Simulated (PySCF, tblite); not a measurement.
# C₅H₁₁B₂F₂N: geometry, infrared bands and NMR shifts

Aim: predict the infrared bands and NMR shifts of C₅H₁₁B₂F₂N (`CB(CB(F)F)N=C(C)C`).

Programs: tblite 0.8.0 and PySCF 2.14.0, with density-fitted response routines of our own. Each step states its level of theory. These are calculated values for one molecule in the gas phase, unless marked as measured. Atoms are numbered from 0 throughout.

## (1) The molecule as given

21 atoms, charge 0, multiplicity 1; geometry from: force field or distance geometry start.

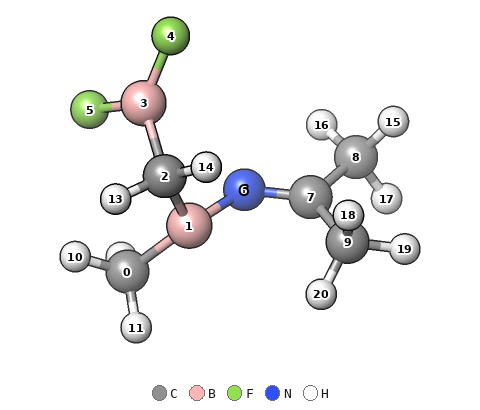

As it starts; carbon grey, boron pink, fluorine green, nitrogen blue, hydrogen white, atoms numbered.

## (2) Geometry optimisation with GFN2-xTB

The job: settings as JSON, then the geometry in Å.

```
{"job": {"kind": "relax", "xc": "GFN2-xTB", "basis": "xTB"}, "charge": 0, "multiplicity": 1}
C     -1.500200    -1.823600    -0.939500
B     -0.669800    -0.854700     0.022800
C     -1.401100    -0.483100     1.400000
B     -2.229600     0.852200     0.998900
F     -2.149600     2.047900     1.788500
F     -3.159400     0.710300    -0.110000
N      0.091400     0.328900    -0.562000
C      1.319000     0.561700    -0.391500
C      1.881600     1.783900    -1.064900
C      2.257400    -0.262500     0.396600
H     -2.520300    -1.999700    -0.507900
H     -1.001300    -2.788900    -1.017100
H     -1.704800    -1.323200    -1.902600
H     -2.135600    -1.275200     1.590900
H     -0.709600    -0.287400     2.215700
H      2.335100     2.465900    -0.314000
H      1.067600     2.321700    -1.603400
H      2.675700     1.397000    -1.730600
H      2.117800    -0.074500     1.482200
H      3.320300     0.042700     0.129900
H      2.106400    -1.322500     0.117800
```

Command:

```
> OMP_NUM_THREADS=1 python probes_run.py task.json out
```

This one command runs all jobs of the session in turn.

Log:

```text
step      E/eV     max force
  0    -849.67954    3.676
  1    -850.42749    2.547
  2    -850.83973    2.849
  3    -850.99188    1.364
  4    -851.04362    1.133
  5    -851.08078    0.648
  6    -851.10950    0.423
  7    -851.15056    0.453
  8    -851.17153    0.468
  9    -851.19225    0.311
 10    -851.20982    0.365
 11    -851.22877    0.348
 12    -851.24630    0.387
 13    -851.26259    0.336
 14    -851.27838    0.337
 15    -851.29604    0.308
 16    -851.31475    0.389
 17    -851.33154    0.403
 18    -851.34514    0.316
 19    -851.35718    0.282
 20    -851.36901    0.276
 21    -851.38116    0.347
 22    -851.39220    0.233
 23    -851.40109    0.228
 24    -851.40879    0.178
 25    -851.41592    0.252
 26    -851.42135    0.191
 27    -851.42486    0.160
 28    -851.42742    0.136
 29    -851.42992    0.121
 30    -851.43280    0.125
 31    -851.43557    0.108
 32    -851.43744    0.116
 33    -851.43848    0.093
 34    -851.43948    0.076
 35    -851.44094    0.103
 36    -851.44352    0.179
 37    -851.44593    0.185
 38    -851.44832    0.131
 39    -851.45040    0.127
 40    -851.45292    0.127
 41    -851.45631    0.173
 42    -851.46036    0.195
 43    -851.46419    0.184
 44    -851.46765    0.157
 45    -851.47103    0.174
 46    -851.47373    0.154
 47    -851.47500    0.148
 48    -851.47617    0.068
 49    -851.47667    0.059
 50    -851.47716    0.053
 51    -851.47778    0.059
 52    -851.47853    0.051
 53    -851.47918    0.053
 54    -851.47992    0.057
 55    -851.48074    0.059
 56    -851.48162    0.064
 57    -851.48253    0.065
 58    -851.48350    0.070
 59    -851.48450    0.064
 60    -851.48541    0.072
 61    -851.48619    0.079
 62    -851.48698    0.134
 63    -851.48763    0.071
 64    -851.48842    0.062
 65    -851.48905    0.046
 66    -851.48951    0.047
 67    -851.48994    0.056
 68    -851.49048    0.049
 69    -851.49095    0.050
 70    -851.49142    0.048
 71    -851.49185    0.061
 72    -851.49224    0.054
 73    -851.49262    0.048
 74    -851.49304    0.050
 75    -851.49360    0.058
 76    -851.49430    0.071
 77    -851.49508    0.058
 78    -851.49590    0.068
 79    -851.49682    0.074
 80    -851.49802    0.091
 81    -851.49960    0.107
 82    -851.50137    0.082
 83    -851.50167    0.207
 84    -851.50416    0.091
 85    -851.50532    0.067
 86    -851.50764    0.082
 87    -851.50863    0.072
 88    -851.50991    0.053
 89    -851.51036    0.051
 90    -851.51067    0.047
 91    -851.51095    0.042
 92    -851.51121    0.035
 93    -851.51141    0.028
 94    -851.51156    0.023
 95    -851.51173    0.021
 96    -851.51181    0.025
 97    -851.51187    0.022
 98    -851.51193    0.020
 99    -851.51204    0.019
100    -851.51221    0.027
101    -851.51247    0.031
102    -851.51274    0.034
103    -851.51299    0.037
104    -851.51320    0.039
105    -851.51344    0.039
106    -851.51376    0.034
107    -851.51407    0.038
108    -851.51434    0.034
109    -851.51457    0.040
110    -851.51492    0.037
111    -851.51536    0.041
112    -851.51604    0.060
113    -851.51686    0.071
114    -851.51769    0.101
115    -851.51822    0.082
116    -851.51786    0.240
117    -851.51942    0.077
118    -851.52006    0.068
119    -851.52127    0.101
120    -851.52206    0.081
121    -851.52260    0.061
122    -851.52290    0.030
123    -851.52316    0.031
124    -851.52354    0.040
125    -851.52379    0.039
126    -851.52396    0.029
127    -851.52407    0.028
128    -851.52420    0.029
129    -851.52433    0.027
130    -851.52442    0.019
131    -851.52450    0.020
132    -851.52459    0.020
133    -851.52470    0.025
134    -851.52479    0.019
135    -851.52484    0.020
136    -851.52488    0.018
137    -851.52493    0.018
138    -851.52497    0.017
139    -851.52502    0.015
140    -851.52507    0.018
141    -851.52513    0.019
142    -851.52522    0.020
143    -851.52537    0.025
144    -851.52559    0.029
145    -851.52585    0.039
146    -851.52590    0.066
147    -851.52623    0.031
148    -851.52634    0.022
149    -851.52658    0.026
150    -851.52669    0.026
151    -851.52683    0.026
152    -851.52690    0.019
153    -851.52695    0.015
154    -851.52699    0.016
155    -851.52703    0.014
156    -851.52706    0.016
157    -851.52708    0.013
158    -851.52711    0.013
159    -851.52713    0.012
160    -851.52716    0.014
161    -851.52719    0.014
162    -851.52722    0.015
163    -851.52726    0.020
164    -851.52730    0.020
165    -851.52735    0.017
166    -851.52738    0.012
167    -851.52739    0.011
168    -851.52741    0.012
169    -851.52742    0.010
170    -851.52744    0.011
171    -851.52746    0.013
172    -851.52747    0.014
173    -851.52749    0.013
174    -851.52751    0.011
175    -851.52754    0.013
176    -851.52757    0.011
177    -851.52759    0.008
```

It took 2.3 s on 1 thread of Arm Neoverse N1, shared host; peak memory 0.18 GiB.

Step by step: (not every step is listed)

```tsv
step	energy from step 0 (eV)	largest force (eV/Å)
0	0.0000	3.6765
1	-0.7480	2.5469
2	-1.1602	2.8492
3	-1.3123	1.3637
4	-1.3641	1.1325
5	-1.4012	0.6476
6	-1.4300	0.4232
7	-1.4710	0.4528
8	-1.4920	0.4678
24	-1.7292	0.1778
40	-1.7734	0.1275
56	-1.8021	0.0636
72	-1.8127	0.0540
88	-1.8304	0.0533
104	-1.8337	0.0392
120	-1.8425	0.0805
136	-1.8453	0.0178
152	-1.8474	0.0193
168	-1.8479	0.0121
172	-1.8479	0.0139
173	-1.8479	0.0127
174	-1.8480	0.0110
175	-1.8480	0.0130
176	-1.8480	0.0108
177	-1.8481	0.0079
```

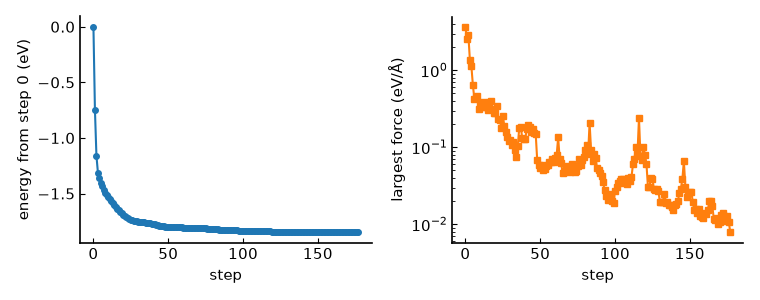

Energy and largest force along the relaxation.

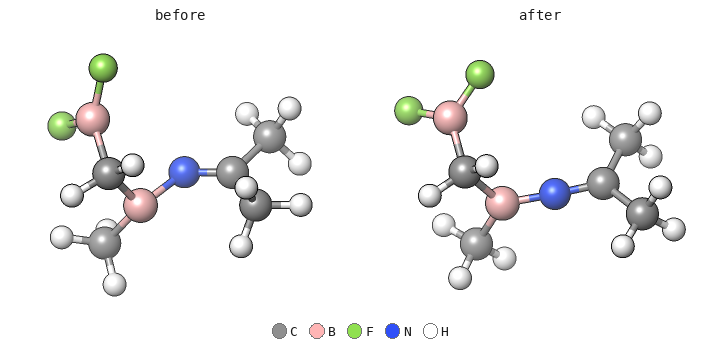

Before and after, at one scale.

Distances of close pairs at the start and the end, largest changes first:

```tsv
bond	before (Å)	after (Å)	change (Å)
B1–N6	1.524	1.342	-0.182
B3–F5	1.454	1.326	-0.128
B3–F4	1.435	1.327	-0.108
C2–B3	1.622	1.554	-0.068
C9–H19	1.138	1.088	-0.049
C0–H10	1.122	1.087	-0.034
C8–H16	1.114	1.086	-0.028
C7–C9	1.477	1.501	+0.025
```

The final coordinates are the input of the step that follows.

## (3) Harmonic vibrations with GFN2-xTB

The job: settings as JSON, then the geometry in Å.

```
{"job": {"kind": "ir", "xc": "GFN2-xTB", "basis": "xTB"}, "charge": 0, "multiplicity": 1}
C     -1.439055    -1.713536    -1.089995
B     -0.842987    -0.755321     0.031610
C     -1.724690    -0.418686     1.353383
B     -2.493220     0.900088     1.060492
F     -1.992331     2.105873     1.298588
F     -3.681062     0.949212     0.473475
N      0.373880    -0.203826    -0.090658
C      1.480783     0.353923    -0.214603
C      1.624026     1.689498    -0.884108
C      2.746485    -0.273995     0.293081
H     -2.429113    -1.376511    -1.387716
H     -1.551584    -2.727992    -0.712666
H     -0.817506    -1.761242    -1.980282
H     -2.405286    -1.244637     1.542113
H     -1.060677    -0.302960     2.206727
H      2.179540     2.370879    -0.243054
H      0.646484     2.111573    -1.099480
H      2.178834     1.577272    -1.814763
H      3.173865     0.346615     1.079017
H      3.476165    -0.343507    -0.511336
H      2.548532    -1.265778     0.689703
```

Log:

```text
mode    cm-1     km/mol
  1      16.3      0.85
  2      37.9      0.40
  3      56.7      1.01
  4      69.4      0.29
  5      76.6      1.88
  6      90.1      1.25
  7     100.0      0.07
  8     114.8      0.11
  9     129.2      0.62
 10     213.2      0.04
 11     305.5      1.01
 12     349.1      2.07
 13     358.6      2.71
 14     385.7     11.47
 15     436.6     23.39
 16     469.1      8.74
 17     498.6     12.07
 18     537.8     31.83
 19     646.1     32.02
 20     773.2     13.99
 21     801.5      1.31
 22     830.1     16.50
 23     862.1     46.30
 24     900.7     37.47
 25     925.3      2.95
 26     953.2      0.19
 27     994.7     16.41
 28    1045.8    169.29
 29    1055.8     53.44
 30    1080.4    106.97
 31    1113.5    143.20
 32    1213.4     68.99
 33    1242.3    344.24
 34    1261.8    516.64
 35    1376.8     18.35
 36    1377.7     21.33
 37    1384.5      7.72
 38    1391.5      1.86
 39    1456.7      1.67
 40    1459.6     11.50
 41    1460.7      0.42
 42    1471.3     14.46
 43    1473.8     20.56
 44    1497.9      1.11
 45    1500.7      1.30
 46    1935.9    234.70
 47    3011.4      8.05
 48    3016.6     15.74
 49    3020.6     28.71
 50    3023.0     24.07
 51    3027.0      7.63
 52    3030.1     13.33
 53    3031.7     34.75
 54    3036.6     52.06
 55    3041.7     32.13
 56    3059.2     20.94
 57    3061.0     13.64
```

It took 1.4 s on 1 thread of Arm Neoverse N1, shared host; peak memory 0.18 GiB.

The strongest bands and the atoms that carry them (share of the mass-weighted mode):

```tsv
cm⁻¹	km/mol	atoms
1046	169.3	B1 24 %, H17 11 %, H19 11 %
1056	53.4	H15 15 %, H18 15 %, C7 12 %, B1 11 %
1080	107.0	B1 33 %
1114	143.2	H14 38 %, H13 37 %, C2 18 %
1213	69.0	C7 63 %
1242	344.2	B3 70 %, F4 13 %
1262	516.6	B3 71 %, F5 11 %
1936	234.7	N6 57 %, C7 34 %
```

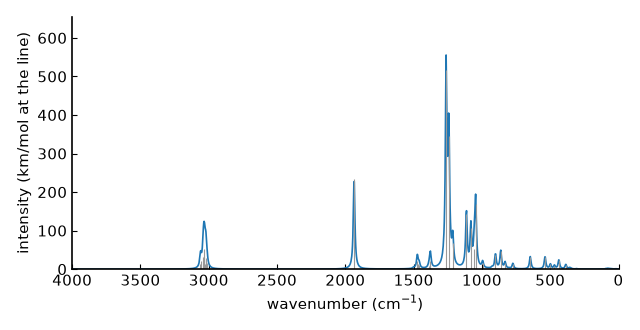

The infrared spectrum from these modes, unscaled. Lines are broadened to a width of 14 cm⁻¹ (Lorentzian).

## (4) Shielding tensors: PBE0/pcSseg-1

Settings changed since step 3:

```diff
@@ -1,2 +1,2 @@
-{"job": {"kind": "ir", "xc": "GFN2-xTB", "basis": "xTB"}, "charge": 0, "multiplicity": 1}
+{"job": {"kind": "nmr", "xc": "PBE0", "basis": "pcSseg-1"}, "charge": 0, "multiplicity": 1}
 C     -1.439055    -1.713536    -1.089995
```

With the program's defaults for keys left out, this is: GIAO PBE0/pcSseg-1 NMR shielding, non-relativistic, gas phase.

Log:

```text
coarse grid: 17656 points
cycle   1  E = -500.6599576379  dE =  1.126e+00  |g| = 8.253e-01  |ddm| = 3.951e+00
cycle   2  E = -500.5510701258  dE =  1.089e-01  |g| = 1.146e+00  |ddm| = 1.327e+00
cycle   3  E = -500.7943483444  dE = -2.433e-01  |g| = 1.742e-01  |ddm| = 8.494e-01
cycle   4  E = -500.8007804430  dE = -6.432e-03  |g| = 4.639e-02  |ddm| = 1.443e-01
cycle   5  E = -500.8011589451  dE = -3.785e-04  |g| = 1.780e-02  |ddm| = 4.366e-02
cycle   6  E = -500.8012206272  dE = -6.168e-05  |g| = 2.096e-03  |ddm| = 1.304e-02
cycle   7  E = -500.8012214843  dE = -8.571e-07  |g| = 4.549e-04  |ddm| = 1.903e-03
final grid: 171752 points
cycle   8  E = -500.8640014576  dE = -7.922e-05  |g| = 8.863e-03  |ddm| = 3.033e-02
cycle   9  E = -500.8639993772  dE =  2.080e-06  |g| = 9.391e-03  |ddm| = 1.405e-02
cycle  10  E = -500.8640205302  dE = -2.115e-05  |g| = 5.533e-04  |ddm| = 7.335e-03
cycle  11  E = -500.8640205704  dE = -4.027e-08  |g| = 3.523e-04  |ddm| = 6.020e-04
cycle  12  E = -500.8640205934  dE = -2.296e-08  |g| = 7.750e-05  |ddm| = 2.586e-04
cycle  13  E = -500.8640205946  dE = -1.208e-09  |g| = 3.199e-05  |ddm| = 8.123e-05
cycle  14  E = -500.8640205948  dE = -2.055e-10  |g| = 5.040e-06  |ddm| = 2.501e-05
converged SCF energy = -500.8640205948

GIAO shielding tensors (ppm)
atom      isotropic    diamagn.    paramagn.     s11        s22        s33       span
  0 C      182.057     253.771     -71.713    175.133    178.540    192.499     17.366
  1 B       75.355     200.355    -125.000     45.628     62.280    118.157     72.529
  2 C      177.290     260.727     -83.438    161.621    179.099    191.149     29.528
  3 B       71.095     194.710    -123.616     38.771     79.527     94.986     56.215
  4 F      244.216     471.205    -226.989     74.156    302.179    356.314    282.159
  5 F      240.905     465.805    -224.900     67.014    296.741    358.960    291.946
  6 N     -119.395     326.848    -446.243   -249.231   -144.345     35.392    284.624
  7 C       30.250     260.155    -229.905    -43.184     -2.279    136.214    179.398
  8 C      157.313     250.699     -93.386    136.029    147.390    188.519     52.490
  9 C      157.568     249.626     -92.059    136.769    147.085    188.849     52.080
 10 H       31.124      31.897      -0.773     26.883     30.149     36.340      9.457
 11 H       31.199      31.215      -0.016     27.548     28.687     37.360      9.812
 12 H       31.480      33.310      -1.830     26.953     29.622     37.866     10.913
 13 H       31.111      31.628      -0.517     27.826     29.020     36.486      8.660
 14 H       30.980      34.846      -3.867     27.668     28.871     36.399      8.731
 15 H       29.646      30.194      -0.548     26.632     28.360     33.945      7.313
 16 H       29.832      32.744      -2.912     25.876     29.454     34.167      8.291
 17 H       29.573      29.810      -0.237     26.621     27.844     34.254      7.634
 18 H       29.579      29.470       0.109     26.721     27.989     34.028      7.306
 19 H       29.652      28.894       0.758     26.399     28.324     34.233      7.833
 20 H       29.869      31.163      -1.294     26.073     29.070     34.465      8.392
```

Run time: 89 s. Hardware: 1 thread of Arm Neoverse N1, shared host; peak memory 1.1 GiB.

The references, computed at this level on geometries of the same kind, shield at (ppm): ¹H TMS 31.72, ¹³C TMS 186.9, ¹⁹F CFCl3 170.9, ¹⁵N NH3 267.7, ¹¹B BF3·OEt2 100.1. Their shielding less the atom's gives the shift. The references are single molecules in the gas phase, so shifts against H2O, NH3, PH3, H3PO4 or CFCl3 are not on the usual liquid scales and can be off by tens of ppm. Atoms listed in one row are averaged.

```tsv
atoms	environment	σ (ppm)	δ (ppm)	δ scaled to CDCl3
C7	C=N carbon	30.2	156.7	151.0
C8	methyl carbon	157.3	29.6	27.0
C9	methyl carbon	157.6	29.4	26.7
C2	sp3 CH2 bonded to 2 B	177.3	9.6	7.5
C0	methyl carbon bonded to B	182.1	4.9	2.8
H15, H16, H17	hydrogen on a methyl carbon	29.68	2.03	2.02
H18, H19, H20	hydrogen on a methyl carbon	29.70	2.02	2.01
H13, H14	hydrogen on an sp3 CH2 bonded to 2 B	31.05	0.67	0.74
H10, H11, H12	hydrogen on a methyl carbon bonded to B	31.27	0.45	0.53
B3	boron bonded to C, 2 F	71.1	29.0	–
B1	boron bonded to 2 C, N	75.4	24.7	–
F4, F5	fluorine bonded to B	242.6	-71.6	–
N6	imine nitrogen	-119.4	387.1	–
```

The scaled column applies a straight-line fit of computed shieldings to shifts measured in CDCl3, and one for carbons that bear F (root-mean-square error 0.16 ppm for H, 1.9 ppm for C).

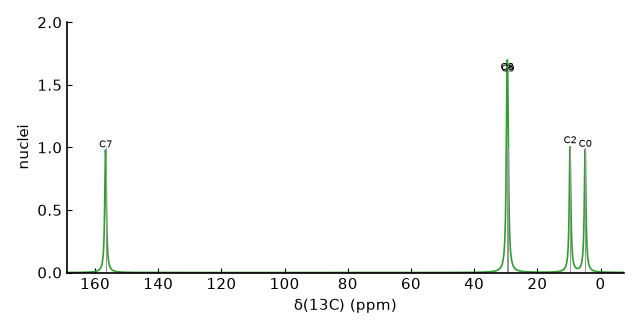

¹³C lines at the computed shifts, without couplings. Lines are broadened to a width of 0.61 ppm (Lorentzian).

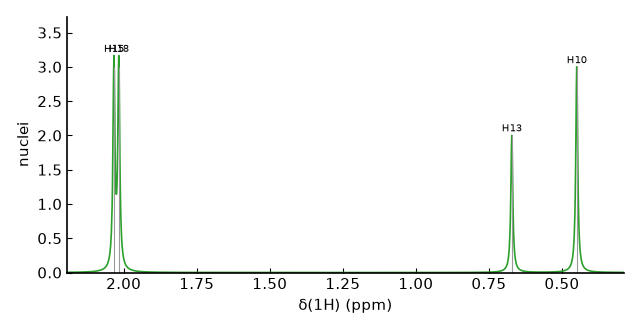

¹H lines at the computed shifts, without couplings. Lines are broadened to a width of 0.01 ppm (Lorentzian).

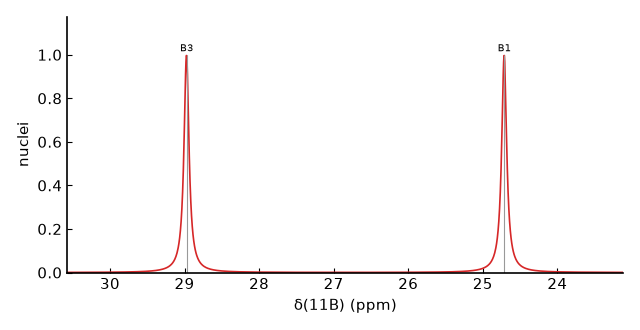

¹¹B lines at the computed shifts, without couplings. Lines are broadened to a width of 0.08 ppm (Lorentzian).

The run also stored atomic charges by several schemes (e):

```tsv
atoms	Mulliken	IAO	Hirshfeld	ESP fit
C0	-0.49	-0.57	-0.20	-0.75
B1	0.34	0.24	0.16	0.74
C2	-0.64	-0.60	-0.22	-0.86
B3	0.75	0.73	0.30	0.83
F4, F5	-0.30	-0.33	-0.15	-0.33
N6	-0.41	-0.22	-0.14	-0.65
C7	0.02	0.22	0.13	0.70
C8	-0.21	-0.45	-0.11	-0.60
C9	-0.21	-0.45	-0.12	-0.57
```

IAO charges:

C0 -0.57; B1 0.24; C2 -0.60; B3 0.73; F4 -0.33; F5 -0.32; N6 -0.22; C7 0.22; C8 -0.45; C9 -0.45; H10 0.15; H11 0.15; H12 0.14; H13 0.17; H14 0.17; H15 0.16; H16 0.17; H17 0.16; H18 0.16; H19 0.16; H20 0.16

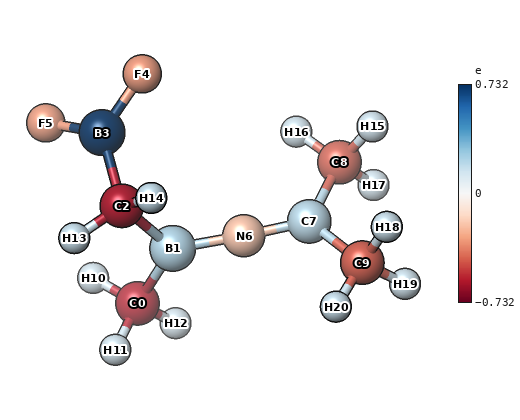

IAO charges, as colours on the atoms.

Mayer bond orders: C0–B1 1.01, B1–C2 0.91, C2–B3 1.01, B3–F4 1.09, B3–F5 1.09, B1–N6 1.42, N6–C7 1.75, C7–C8 1.03, C7–C9 1.02.

## (5) What came out

```
                                                                 quantity                            value
                                strongest single infrared mode (GFN2-xTB)            1262 cm⁻¹, 517 km/mol
                                             zero-point energy (GFN2-xTB)                   101.6 kcal/mol
                                   ¹³C shifts against TMS (PBE0/pcSseg-1)  156.7, 29.6, 29.4, 9.6, 4.9 ppm
   ¹H shifts against TMS (PBE0/pcSseg-1, means over atoms taken as alike)       2.03, 2.02, 0.67, 0.45 ppm
                              ¹¹B shifts against BF3·OEt2 (PBE0/pcSseg-1)                   29.0, 24.7 ppm
¹⁹F shifts against CFCl3 (PBE0/pcSseg-1, means over atoms taken as alike)                        -71.6 ppm
                                   ¹⁵N shifts against NH3 (PBE0/pcSseg-1)                        387.1 ppm
```

In words: Relaxing lowered the energy by 1.848 eV in 177 steps; the close pair that moved most is B1–N6, from 1.524 to 1.342 Å. No mode is imaginary among the 57: a minimum at this level. The strongest single mode, at 1262 cm⁻¹, moves mainly B3. GFN2-xTB is a fitted tight-binding method: band positions and strengths are rough. Its intensities can rank the bands wrongly.
